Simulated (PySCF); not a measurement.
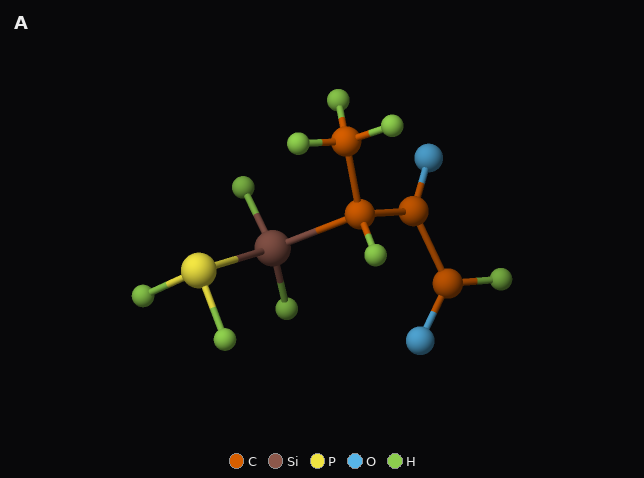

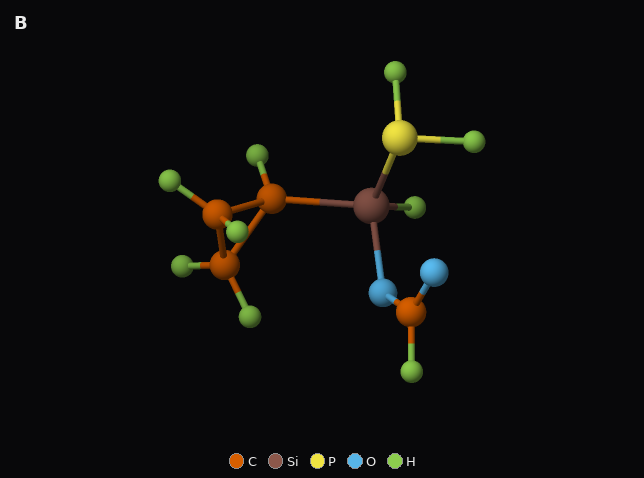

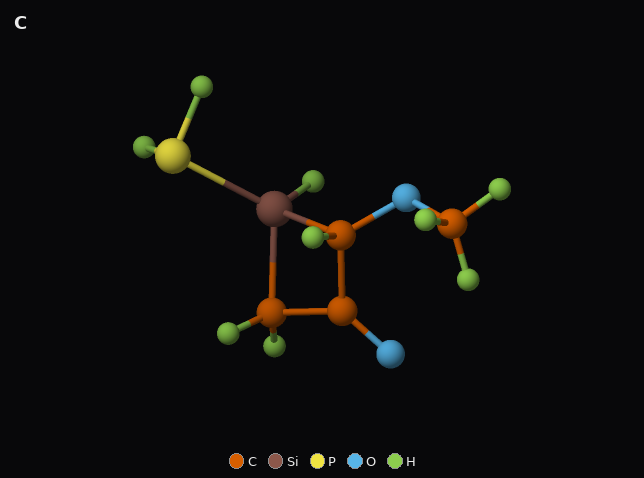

3 stationary structures of one formula. Geometries: GFN2-xTB. Electronic energies: PBE0/pcSseg-1 (PySCF 2.14.0), without zero-point energy. No frequency run is at hand to confirm each as a minimum. Each is one conformer, not always the lowest.

Which is lowest in energy, and by how much?

Answer. B is lowest; A lies 107.9 kJ/mol above it, C lies 152.4 kJ/mol above it. A is `C[C@@H]([SiH2]P)C(=O)C=O`, B is `O=CO[Si@H](P)C1CC1`, C is `CO[C@@H]1C(=O)C[Si@H]1P`.

The geometry is semi-empirical. Around P, Si such bond lengths and angles can be off by a tenth of an ångström or more and by several degrees, and values that hang on the shape move with them.
